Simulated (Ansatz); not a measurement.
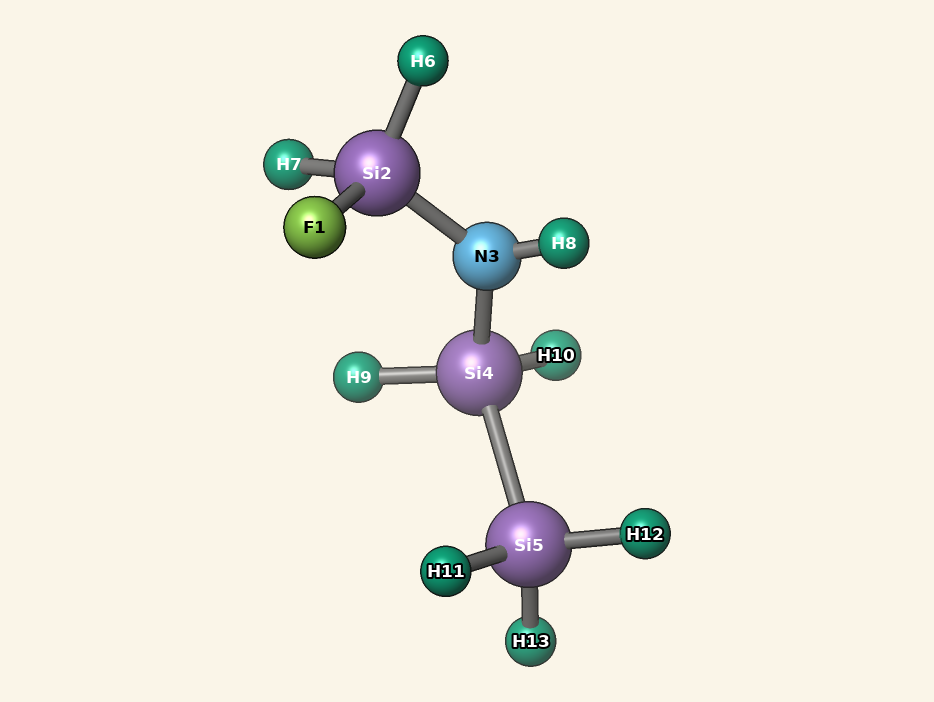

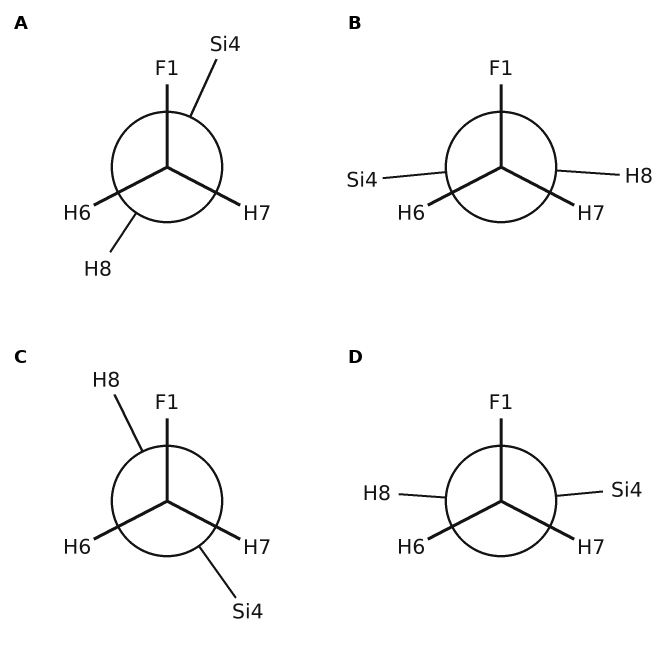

Atoms fade into the background with distance from the viewer. Bonds that would overlap in a projection are set slightly apart. The computed structure is the end point of a PBE0-D4/def2-TZVP optimisation. No frequency run is at hand to confirm it as a minimum.

Question: Which Newman projection shows the view along Si2–N3, with Si2 in front?

Answer: D. The torsion angle F1–Si2–N3–Si4 is 85°, about perpendicular.
